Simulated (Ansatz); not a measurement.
## Molecular dynamics, with input and output: BSiNH6Cl2O (part 1 of 4)

System: BSiNH6Cl2O.
Method: RKS revPBE/def2-SVP (Ansatz 0.2.0).

It belongs to a series of runs on one base structure; here: dynamics from the highest image of the converged band.

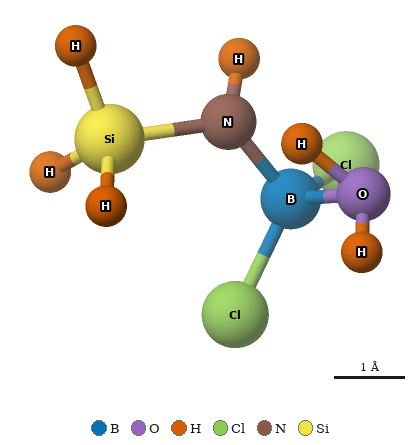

The structure as given in the input (ball-and-stick view, seen at a tilt). Bond lengths as drawn: B–Cl 1.82 to 1.85 Å, B–N 1.57 Å, B–O 1.61 Å, H–N 1.03 Å, H–O 0.98 to 1.19 Å, H–Si 1.50 Å and N–Si 1.80 Å.

**Key numbers**

- outcome: finished
- mean temperature over the second half: 283 K
- trajectory: 200 steps, 100 fs
- ensemble: nve
- temperature in the input: 100.0 K
- time step: 0.5 fs
- potential energy (last step): −37216.5197 eV
- mean-field energy (last step): −37216.5197 eV
- largest force (length of the vector) (last step): 2.120 eV/Å
- hardware: 4 threads of Arm Neoverse V2, 24 GiB of memory available, shared host
- wall time: 4.4 min (CPU time 16 min)
- peak memory: 0.18 GiB

**Notes**

So short a trajectory is not equilibrated.

**The input**
```yaml
crystal:
  periodic: [false, false, false]
  atoms:
    - { symbol: B, position_ang: [0.093123, 0.278643, 0.164064] }
    - { symbol: O, position_ang: [0.027712, -0.079913, 1.728657] }
    - { symbol: H, position_ang: [-0.890976, -0.312839, 1.973276] }
    - { symbol: Cl, position_ang: [1.439977, -0.645679, -0.647881] }
    - { symbol: Cl, position_ang: [-1.592088, 0.052423, -0.57133] }
    - { symbol: "N", position_ang: [0.42951, 1.784782, 0.475719] }
    - { symbol: H, position_ang: [1.435122, 1.972007, 0.35409] }
    - { symbol: Si, position_ang: [-0.597935, 3.175471, -0.034985] }
    - { symbol: H, position_ang: [-0.835296, 3.200961, -1.516458] }
    - { symbol: H, position_ang: [-1.898252, 3.120971, 0.709438] }
    - { symbol: H, position_ang: [0.161117, 4.409783, 0.370056] }
    - { symbol: H, position_ang: [0.197987, 1.091688, 1.663853] }
basis:
  gaussian: { orbitals: def2-SVP }
hamiltonian:
  xc: revpbe
md:
  timestep: 0.5
  n_steps: 200
  ensemble: nve
  temperature: 100.0
  initial_velocities: maxwell_boltzmann
  seed: 8522
```

Launched with:
```bash
ansatz run input.yaml --threads 4 --pin off --max-ram 5120MiB --backend cpu --events-out ev --progress --plain --runs-dir out
```

**Output**
```
Engine: ansatz 0.2.0, aarch64-unknown-linux-gnu
Functional definition: revPBE
  parameter kappa = 1.245
  parameter beta = 0.06672455060314922
  exchange = pbe_x(kappa = kappa, mu = beta*pi^2/3)
  correlation = pbe_c(beta = beta)
1403 factors; their error is unknown
mean field evaluation 1: about -37208.1395 eV, gradient 6.5e1 eV
mean field evaluation 2: about -37184.1941 eV, gradient 1.2e2 eV
mean field evaluation 4: about -37216.3094 eV, gradient 5.5e0 eV
mean field evaluation 8: about -37216.3851 eV, gradient 3.6e-1 eV
mean field evaluation 16: about -37216.3021 eV, gradient 1.7e-3 eV
mean field -37216.30211015 eV, -1367.6738764324 hartree, gradient 2.2e-5 eV, S^2 0.000000; 0 other end points of the search recorded, 0 dependent functions left out
the calculation of the forces begins
reference -37216.30215428 eV, -1367.6738780540 hartree; 37, 37 occupied and 89, 89 virtual orbitals, 1403 factors
md step     0: t =     0.00 fs  T =   100.0 K  F+E_penalty+E_count = -37216.30211015 eV  E_kin = 0.129260 eV  conserved = -37216.17285015 eV  (30 SCF iters)
these checks for a lower state are left out or cut short: starts, cluster_reference, orbital_swaps, neighbouring_geometries, increment
1403 factors; their error is unknown
mean field -37216.29796084 eV, -1367.6737239480 hartree, gradient 1.0e-5 eV, S^2 0.000000; 0 other end points of the search recorded, 0 dependent functions left out
the calculation of the forces begins
reference -37216.29800494 eV, -1367.6737255688 hartree; 37, 37 occupied and 89, 89 virtual orbitals, 1403 factors
md step     1: t =     0.50 fs  T =    96.9 K  F+E_penalty+E_count = -37216.29796084 eV  E_kin = 0.125200 eV  conserved = -37216.17276126 eV  (32 SCF iters)
[... from here on the SCF iterations and repeated set-up lines of each step are left out, up to the last step ...]
md step     2: t =     1.00 fs  T =    88.9 K  F+E_penalty+E_count = -37216.28748053 eV  E_kin = 0.114960 eV  conserved = -37216.17252028 eV  (32 SCF iters)
md step     3: t =     1.50 fs  T =    79.1 K  F+E_penalty+E_count = -37216.27444795 eV  E_kin = 0.102216 eV  conserved = -37216.17223188 eV  (32 SCF iters)
md step     4: t =     2.00 fs  T =    70.6 K  F+E_penalty+E_count = -37216.26335213 eV  E_kin = 0.091321 eV  conserved = -37216.17203080 eV  (32 SCF iters)
md step     5: t =     2.50 fs  T =    66.0 K  F+E_penalty+E_count = -37216.25731656 eV  E_kin = 0.085308 eV  conserved = -37216.17200855 eV  (32 SCF iters)
md step     6: t =     3.00 fs  T =    65.4 K  F+E_penalty+E_count = -37216.25670827 eV  E_kin = 0.084551 eV  conserved = -37216.17215713 eV  (32 SCF iters)
md step     7: t =     3.50 fs  T =    67.2 K  F+E_penalty+E_count = -37216.25924360 eV  E_kin = 0.086861 eV  conserved = -37216.17238268 eV  (32 SCF iters)
md step     8: t =     4.00 fs  T =    68.7 K  F+E_penalty+E_count = -37216.26140336 eV  E_kin = 0.088832 eV  conserved = -37216.17257176 eV  (32 SCF iters)
md step     9: t =     4.50 fs  T =    67.7 K  F+E_penalty+E_count = -37216.26019309 eV  E_kin = 0.087546 eV  conserved = -37216.17264757 eV  (32 SCF iters)
md step    10: t =     5.00 fs  T =    63.3 K  F+E_penalty+E_count = -37216.25436033 eV  E_kin = 0.081768 eV  conserved = -37216.17259258 eV  (32 SCF iters)
md step    11: t =     5.50 fs  T =    55.9 K  F+E_penalty+E_count = -37216.24473535 eV  E_kin = 0.072304 eV  conserved = -37216.17243180 eV  (32 SCF iters)
md step    12: t =     6.00 fs  T =    47.7 K  F+E_penalty+E_count = -37216.23384383 eV  E_kin = 0.061623 eV  conserved = -37216.17222108 eV  (32 SCF iters)
md step    13: t =     6.50 fs  T =    41.0 K  F+E_penalty+E_count = -37216.22499986 eV  E_kin = 0.052963 eV  conserved = -37216.17203655 eV  (32 SCF iters)
md step    14: t =     7.00 fs  T =    38.0 K  F+E_penalty+E_count = -37216.22108320 eV  E_kin = 0.049126 eV  conserved = -37216.17195709 eV  (32 SCF iters)
md step    15: t =     7.50 fs  T =    39.7 K  F+E_penalty+E_count = -37216.22331918 eV  E_kin = 0.051290 eV  conserved = -37216.17202898 eV  (32 SCF iters)
md step    16: t =     8.00 fs  T =    45.1 K  F+E_penalty+E_count = -37216.23058143 eV  E_kin = 0.058347 eV  conserved = -37216.17223483 eV  (32 SCF iters)
md step    17: t =     8.50 fs  T =    52.0 K  F+E_penalty+E_count = -37216.23968543 eV  E_kin = 0.067196 eV  conserved = -37216.17248958 eV  (32 SCF iters)
md step    18: t =     9.00 fs  T =    57.3 K  F+E_penalty+E_count = -37216.24671795 eV  E_kin = 0.074043 eV  conserved = -37216.17267471 eV  (30 SCF iters)
md step    19: t =     9.50 fs  T =    58.9 K  F+E_penalty+E_count = -37216.24886443 eV  E_kin = 0.076168 eV  conserved = -37216.17269669 eV  (32 SCF iters)
md step    20: t =    10.00 fs  T =    56.7 K  F+E_penalty+E_count = -37216.24583706 eV  E_kin = 0.073298 eV  conserved = -37216.17253919 eV  (32 SCF iters)
md step    21: t =    10.50 fs  T =    52.5 K  F+E_penalty+E_count = -37216.24010408 eV  E_kin = 0.067824 eV  conserved = -37216.17227959 eV  (32 SCF iters)
md step    22: t =    11.00 fs  T =    49.2 K  F+E_penalty+E_count = -37216.23568054 eV  E_kin = 0.063626 eV  conserved = -37216.17205459 eV  (32 SCF iters)
md step    23: t =    11.50 fs  T =    49.6 K  F+E_penalty+E_count = -37216.23605689 eV  E_kin = 0.064080 eV  conserved = -37216.17197713 eV  (32 SCF iters)
md step    24: t =    12.00 fs  T =    54.5 K  F+E_penalty+E_count = -37216.24247808 eV  E_kin = 0.070409 eV  conserved = -37216.17206945 eV  (32 SCF iters)
md step    25: t =    12.50 fs  T =    62.9 K  F+E_penalty+E_count = -37216.25357779 eV  E_kin = 0.081316 eV  conserved = -37216.17226190 eV  (32 SCF iters)
md step    26: t =    13.00 fs  T =    72.7 K  F+E_penalty+E_count = -37216.26640319 eV  E_kin = 0.093951 eV  conserved = -37216.17245251 eV  (32 SCF iters)
md step    27: t =    13.50 fs  T =    81.5 K  F+E_penalty+E_count = -37216.27796859 eV  E_kin = 0.105399 eV  conserved = -37216.17256936 eV  (32 SCF iters)
md step    28: t =    14.00 fs  T =    88.1 K  F+E_penalty+E_count = -37216.28640966 eV  E_kin = 0.113820 eV  conserved = -37216.17258921 eV  (32 SCF iters)
md step    29: t =    14.50 fs  T =    92.0 K  F+E_penalty+E_count = -37216.29140009 eV  E_kin = 0.118876 eV  conserved = -37216.17252359 eV  (32 SCF iters)
md step    30: t =    15.00 fs  T =    94.1 K  F+E_penalty+E_count = -37216.29400432 eV  E_kin = 0.121605 eV  conserved = -37216.17239934 eV  (32 SCF iters)
md step    31: t =    15.50 fs  T =    95.9 K  F+E_penalty+E_count = -37216.29623735 eV  E_kin = 0.123983 eV  conserved = -37216.17225472 eV  (32 SCF iters)
md step    32: t =    16.00 fs  T =    99.2 K  F+E_penalty+E_count = -37216.30042081 eV  E_kin = 0.128279 eV  conserved = -37216.17214184 eV  (32 SCF iters)
md step    33: t =    16.50 fs  T =   105.4 K  F+E_penalty+E_count = -37216.30833723 eV  E_kin = 0.136219 eV  conserved = -37216.17211845 eV  (32 SCF iters)
md step    34: t =    17.00 fs  T =   114.6 K  F+E_penalty+E_count = -37216.32034492 eV  E_kin = 0.148127 eV  conserved = -37216.17221832 eV  (32 SCF iters)
md step    35: t =    17.50 fs  T =   125.7 K  F+E_penalty+E_count = -37216.33489817 eV  E_kin = 0.162481 eV  conserved = -37216.17241748 eV  (32 SCF iters)
md step    36: t =    18.00 fs  T =   136.4 K  F+E_penalty+E_count = -37216.34895102 eV  E_kin = 0.176322 eV  conserved = -37216.17262937 eV  (32 SCF iters)
md step    37: t =    18.50 fs  T =   144.3 K  F+E_penalty+E_count = -37216.35929433 eV  E_kin = 0.186549 eV  conserved = -37216.17274527 eV  (30 SCF iters)
md step    38: t =    19.00 fs  T =   148.2 K  F+E_penalty+E_count = -37216.36420363 eV  E_kin = 0.191503 eV  conserved = -37216.17270061 eV  (32 SCF iters)
md step    39: t =    19.50 fs  T =   148.4 K  F+E_penalty+E_count = -37216.36439740 eV  E_kin = 0.191875 eV  conserved = -37216.17252229 eV  (32 SCF iters)
md step    40: t =    20.00 fs  T =   147.2 K  F+E_penalty+E_count = -37216.36261571 eV  E_kin = 0.190300 eV  conserved = -37216.17231594 eV  (32 SCF iters)
md step    41: t =    20.50 fs  T =   146.9 K  F+E_penalty+E_count = -37216.36203169 eV  E_kin = 0.189838 eV  conserved = -37216.17219382 eV  (32 SCF iters)
md step    42: t =    21.00 fs  T =   148.8 K  F+E_penalty+E_count = -37216.36455990 eV  E_kin = 0.192360 eV  conserved = -37216.17220014 eV  (31 SCF iters)
md step    43: t =    21.50 fs  T =   153.1 K  F+E_penalty+E_count = -37216.37015921 eV  E_kin = 0.197863 eV  conserved = -37216.17229575 eV  (31 SCF iters)
md step    44: t =    22.00 fs  T =   158.6 K  F+E_penalty+E_count = -37216.37737593 eV  E_kin = 0.204970 eV  conserved = -37216.17240556 eV  (30 SCF iters)
md step    45: t =    22.50 fs  T =   164.0 K  F+E_penalty+E_count = -37216.38445841 eV  E_kin = 0.211981 eV  conserved = -37216.17247716 eV  (30 SCF iters)
md step    46: t =    23.00 fs  T =   168.4 K  F+E_penalty+E_count = -37216.39020022 eV  E_kin = 0.217703 eV  conserved = -37216.17249772 eV  (30 SCF iters)
md step    47: t =    23.50 fs  T =   171.5 K  F+E_penalty+E_count = -37216.39419420 eV  E_kin = 0.221716 eV  conserved = -37216.17247804 eV  (30 SCF iters)
md step    48: t =    24.00 fs  T =   173.5 K  F+E_penalty+E_count = -37216.39670230 eV  E_kin = 0.224270 eV  conserved = -37216.17243182 eV  (30 SCF iters)
md step    49: t =    24.50 fs  T =   174.9 K  F+E_penalty+E_count = -37216.39846661 eV  E_kin = 0.226104 eV  conserved = -37216.17236300 eV  (30 SCF iters)
md step    50: t =    25.00 fs  T =   176.6 K  F+E_penalty+E_count = -37216.40060234 eV  E_kin = 0.228321 eV  conserved = -37216.17228086 eV  (31 SCF iters)
md step    51: t =    25.50 fs  T =   179.6 K  F+E_penalty+E_count = -37216.40441823 eV  E_kin = 0.232208 eV  conserved = -37216.17221065 eV  (31 SCF iters)
md step    52: t =    26.00 fs  T =   184.7 K  F+E_penalty+E_count = -37216.41098771 eV  E_kin = 0.238791 eV  conserved = -37216.17219632 eV  (31 SCF iters)
md step    53: t =    26.50 fs  T =   192.0 K  F+E_penalty+E_count = -37216.42049630 eV  E_kin = 0.248225 eV  conserved = -37216.17227121 eV  (30 SCF iters)
md step    54: t =    27.00 fs  T =   200.6 K  F+E_penalty+E_count = -37216.43177468 eV  E_kin = 0.259352 eV  conserved = -37216.17242293 eV  (30 SCF iters)
md step    55: t =    27.50 fs  T =   208.8 K  F+E_penalty+E_count = -37216.44252541 eV  E_kin = 0.269942 eV  conserved = -37216.17258324 eV  (30 SCF iters)
md step    56: t =    28.00 fs  T =   214.8 K  F+E_penalty+E_count = -37216.45036297 eV  E_kin = 0.277698 eV  conserved = -37216.17266526 eV  (30 SCF iters)
md step    57: t =    28.50 fs  T =   217.8 K  F+E_penalty+E_count = -37216.45409886 eV  E_kin = 0.281472 eV  conserved = -37216.17262708 eV  (30 SCF iters)
md step    58: t =    29.00 fs  T =   218.0 K  F+E_penalty+E_count = -37216.45434358 eV  E_kin = 0.281836 eV  conserved = -37216.17250789 eV  (30 SCF iters)
md step    59: t =    29.50 fs  T =   217.0 K  F+E_penalty+E_count = -37216.45291748 eV  E_kin = 0.280520 eV  conserved = -37216.17239765 eV  (31 SCF iters)
md step    60: t =    30.00 fs  T =   216.0 K  F+E_penalty+E_count = -37216.45151651 eV  E_kin = 0.279151 eV  conserved = -37216.17236518 eV  (31 SCF iters)
md step    61: t =    30.50 fs  T =   215.3 K  F+E_penalty+E_count = -37216.45068588 eV  E_kin = 0.278277 eV  conserved = -37216.17240870 eV  (31 SCF iters)
md step    62: t =    31.00 fs  T =   214.6 K  F+E_penalty+E_count = -37216.44981457 eV  E_kin = 0.277340 eV  conserved = -37216.17247415 eV  (31 SCF iters)
md step    63: t =    31.50 fs  T =   213.1 K  F+E_penalty+E_count = -37216.44791966 eV  E_kin = 0.275412 eV  conserved = -37216.17250801 eV  (31 SCF iters)
md step    64: t =    32.00 fs  T =   210.4 K  F+E_penalty+E_count = -37216.44444870 eV  E_kin = 0.271954 eV  conserved = -37216.17249486 eV  (31 SCF iters)
md step    65: t =    32.50 fs  T =   206.6 K  F+E_penalty+E_count = -37216.43955461 eV  E_kin = 0.267104 eV  conserved = -37216.17245042 eV  (31 SCF iters)
md step    66: t =    33.00 fs  T =   202.3 K  F+E_penalty+E_count = -37216.43389338 eV  E_kin = 0.261496 eV  conserved = -37216.17239775 eV  (31 SCF iters)
md step    67: t =    33.50 fs  T =   198.0 K  F+E_penalty+E_count = -37216.42830313 eV  E_kin = 0.255957 eV  conserved = -37216.17234581 eV  (31 SCF iters)
md step    68: t =    34.00 fs  T =   194.5 K  F+E_penalty+E_count = -37216.42365892 eV  E_kin = 0.251368 eV  conserved = -37216.17229045 eV  (31 SCF iters)
md step    69: t =    34.50 fs  T =   192.4 K  F+E_penalty+E_count = -37216.42090096 eV  E_kin = 0.248670 eV  conserved = -37216.17223093 eV  (31 SCF iters)
md step    70: t =    35.00 fs  T =   192.5 K  F+E_penalty+E_count = -37216.42100572 eV  E_kin = 0.248820 eV  conserved = -37216.17218581 eV  (31 SCF iters)
md step    71: t =    35.50 fs  T =   195.3 K  F+E_penalty+E_count = -37216.42468315 eV  E_kin = 0.252493 eV  conserved = -37216.17219001 eV  (31 SCF iters)
md step    72: t =    36.00 fs  T =   200.8 K  F+E_penalty+E_count = -37216.43187161 eV  E_kin = 0.259608 eV  conserved = -37216.17226369 eV  (31 SCF iters)
md step    73: t =    36.50 fs  T =   208.2 K  F+E_penalty+E_count = -37216.44147288 eV  E_kin = 0.269093 eV  conserved = -37216.17238038 eV  (31 SCF iters)
md step    74: t =    37.00 fs  T =   216.1 K  F+E_penalty+E_count = -37216.45177657 eV  E_kin = 0.279306 eV  conserved = -37216.17247089 eV  (31 SCF iters)
md step    75: t =    37.50 fs  T =   223.6 K  F+E_penalty+E_count = -37216.46147865 eV  E_kin = 0.289002 eV  conserved = -37216.17247658 eV  (31 SCF iters)
md step    76: t =    38.00 fs  T =   230.6 K  F+E_penalty+E_count = -37216.47050537 eV  E_kin = 0.298095 eV  conserved = -37216.17241040 eV  (31 SCF iters)
md step    77: t =    38.50 fs  T =   237.9 K  F+E_penalty+E_count = -37216.47981187 eV  E_kin = 0.307462 eV  conserved = -37216.17234957 eV  (30 SCF iters)
md step    78: t =    39.00 fs  T =   245.9 K  F+E_penalty+E_count = -37216.49024700 eV  E_kin = 0.317880 eV  conserved = -37216.17236673 eV  (31 SCF iters)
md step    79: t =    39.50 fs  T =   254.6 K  F+E_penalty+E_count = -37216.50150987 eV  E_kin = 0.329050 eV  conserved = -37216.17245973 eV  (31 SCF iters)
md step    80: t =    40.00 fs  T =   262.7 K  F+E_penalty+E_count = -37216.51216356 eV  E_kin = 0.339601 eV  conserved = -37216.17256245 eV  (31 SCF iters)
md step    81: t =    40.50 fs  T =   269.2 K  F+E_penalty+E_count = -37216.52059237 eV  E_kin = 0.347984 eV  conserved = -37216.17260861 eV  (31 SCF iters)
md step    82: t =    41.00 fs  T =   273.4 K  F+E_penalty+E_count = -37216.52598970 eV  E_kin = 0.353407 eV  conserved = -37216.17258320 eV  (31 SCF iters)
md step    83: t =    41.50 fs  T =   275.5 K  F+E_penalty+E_count = -37216.52863195 eV  E_kin = 0.356115 eV  conserved = -37216.17251729 eV  (31 SCF iters)
md step    84: t =    42.00 fs  T =   276.2 K  F+E_penalty+E_count = -37216.52944200 eV  E_kin = 0.356985 eV  conserved = -37216.17245652 eV  (31 SCF iters)
md step    85: t =    42.50 fs  T =   276.1 K  F+E_penalty+E_count = -37216.52931289 eV  E_kin = 0.356883 eV  conserved = -37216.17242953 eV  (31 SCF iters)
md step    86: t =    43.00 fs  T =   275.6 K  F+E_penalty+E_count = -37216.52866680 eV  E_kin = 0.356231 eV  conserved = -37216.17243614 eV  (31 SCF iters)
md step    87: t =    43.50 fs  T =   274.6 K  F+E_penalty+E_count = -37216.52743730 eV  E_kin = 0.354982 eV  conserved = -37216.17245569 eV  (31 SCF iters)
md step    88: t =    44.00 fs  T =   273.0 K  F+E_penalty+E_count = -37216.52536164 eV  E_kin = 0.352895 eV  conserved = -37216.17246663 eV  (31 SCF iters)
md step    89: t =    44.50 fs  T =   270.6 K  F+E_penalty+E_count = -37216.52230101 eV  E_kin = 0.349839 eV  conserved = -37216.17246205 eV  (31 SCF iters)
md step    90: t =    45.00 fs  T =   267.6 K  F+E_penalty+E_count = -37216.51835035 eV  E_kin = 0.345899 eV  conserved = -37216.17245099 eV  (31 SCF iters)
md step    91: t =    45.50 fs  T =   264.0 K  F+E_penalty+E_count = -37216.51373077 eV  E_kin = 0.341291 eV  conserved = -37216.17243965 eV  (31 SCF iters)
md step    92: t =    46.00 fs  T =   260.2 K  F+E_penalty+E_count = -37216.50871764 eV  E_kin = 0.336303 eV  conserved = -37216.17241495 eV  (31 SCF iters)
md step    93: t =    46.50 fs  T =   256.4 K  F+E_penalty+E_count = -37216.50381817 eV  E_kin = 0.331460 eV  conserved = -37216.17235858 eV  (31 SCF iters)
md step    94: t =    47.00 fs  T =   253.5 K  F+E_penalty+E_count = -37216.50000105 eV  E_kin = 0.327722 eV  conserved = -37216.17227888 eV  (31 SCF iters)
md step    95: t =    47.50 fs  T =   252.4 K  F+E_penalty+E_count = -37216.49850104 eV  E_kin = 0.326273 eV  conserved = -37216.17222766 eV  (31 SCF iters)
md step    96: t =    48.00 fs  T =   253.6 K  F+E_penalty+E_count = -37216.50004492 eV  E_kin = 0.327787 eV  conserved = -37216.17225764 eV  (31 SCF iters)
md step    97: t =    48.50 fs  T =   256.7 K  F+E_penalty+E_count = -37216.50411562 eV  E_kin = 0.331752 eV  conserved = -37216.17236326 eV  (29 SCF iters)
md step    98: t =    49.00 fs  T =   260.4 K  F+E_penalty+E_count = -37216.50905966 eV  E_kin = 0.336582 eV  conserved = -37216.17247769 eV  (31 SCF iters)
md step    99: t =    49.50 fs  T =   263.5 K  F+E_penalty+E_count = -37216.51308172 eV  E_kin = 0.340553 eV  conserved = -37216.17252832 eV  (31 SCF iters)
md step   100: t =    50.00 fs  T =   265.2 K  F+E_penalty+E_count = -37216.51533576 eV  E_kin = 0.342845 eV  conserved = -37216.17249101 eV  (31 SCF iters)
md step   101: t =    50.50 fs  T =   266.1 K  F+E_penalty+E_count = -37216.51631153 eV  E_kin = 0.343914 eV  conserved = -37216.17239799 eV  (31 SCF iters)
md step   102: t =    51.00 fs  T =   267.0 K  F+E_penalty+E_count = -37216.51737282 eV  E_kin = 0.345065 eV  conserved = -37216.17230735 eV  (31 SCF iters)
md step   103: t =    51.50 fs  T =   268.9 K  F+E_penalty+E_count = -37216.51987938 eV  E_kin = 0.347612 eV  conserved = -37216.17226765 eV  (31 SCF iters)
md step   104: t =    52.00 fs  T =   272.4 K  F+E_penalty+E_count = -37216.52443154 eV  E_kin = 0.352134 eV  conserved = -37216.17229743 eV  (31 SCF iters)
```
